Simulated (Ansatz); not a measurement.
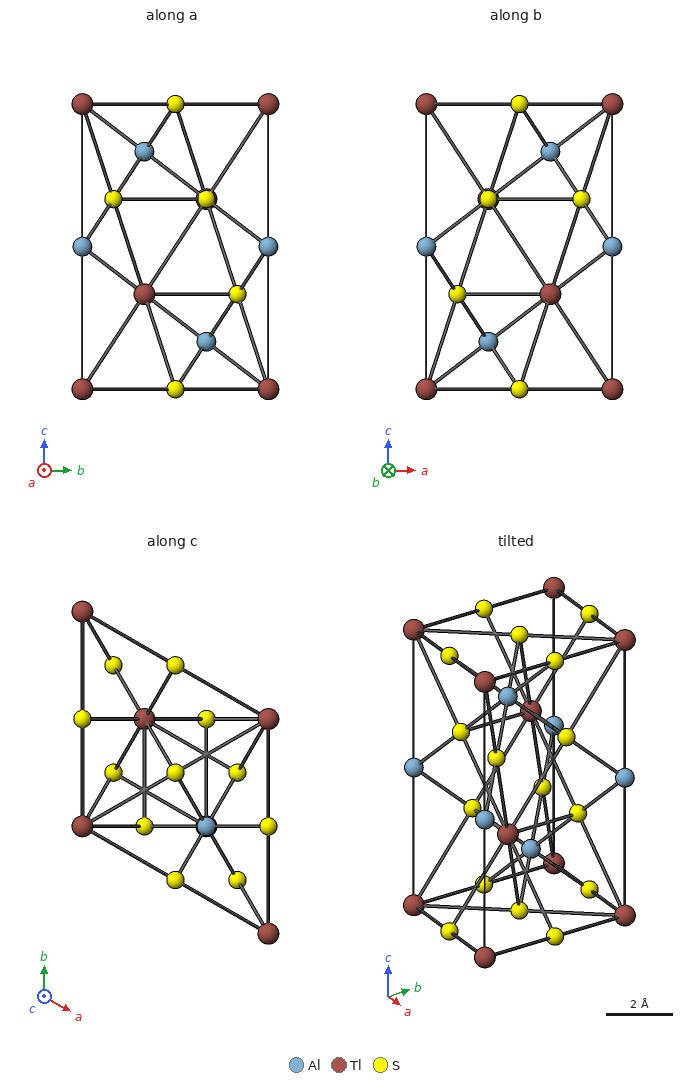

The crystal in a ball-and-stick representation, seen along the a axis, along the b axis, along the c axis and slightly off an axis. The conventional unit cell is drawn as a box.

Lattice parameters: a = 6.5566 Å, b = 6.5566 Å, c = 8.7049 Å, α = 90.000°, β = 90.000°, γ = 120.000°.

> From the views, write a CIF in P1 with every atom of the cell.

```cif
data_structure
_symmetry_space_group_name_H-M 'P 1'
_symmetry_Int_Tables_number 1
_cell_length_a 6.5566
_cell_length_b 6.5566
_cell_length_c 8.7049
_cell_angle_alpha 90.000
_cell_angle_beta 90.000
_cell_angle_gamma 120.000
_cell_volume 324.08
loop_
_atom_site_label
_atom_site_type_symbol
_atom_site_fract_x
_atom_site_fract_y
_atom_site_fract_z
_atom_site_occupancy
Al1 Al 0.3333 0.6667 0.1667 1
Tl1 Tl 0.0000 0.0000 0.0000 1
S1 S 0.1667 0.3333 0.3333 1
S2 S 0.0000 0.5000 0.0000 1
S3 S 0.5000 0.5000 0.0000 1
Al2 Al 0.0000 0.0000 0.5000 1
Tl2 Tl 0.6667 0.3333 0.3333 1
S4 S 0.8333 0.6667 0.6667 1
S5 S 0.6667 0.8333 0.3333 1
S6 S 0.1667 0.8333 0.3333 1
Al3 Al 0.6667 0.3333 0.8333 1
Tl3 Tl 0.3333 0.6667 0.6667 1
S7 S 0.5000 0.0000 0.0000 1
S8 S 0.3333 0.1667 0.6667 1
S9 S 0.8333 0.1667 0.6667 1
```

Origin of the cell: a random cell made by a generator, so it need not be a real form of the compound. The picture shows the end point of a geometry optimisation with Ansatz, DFT PBE, scalar-relativistic, plane waves, PAW.
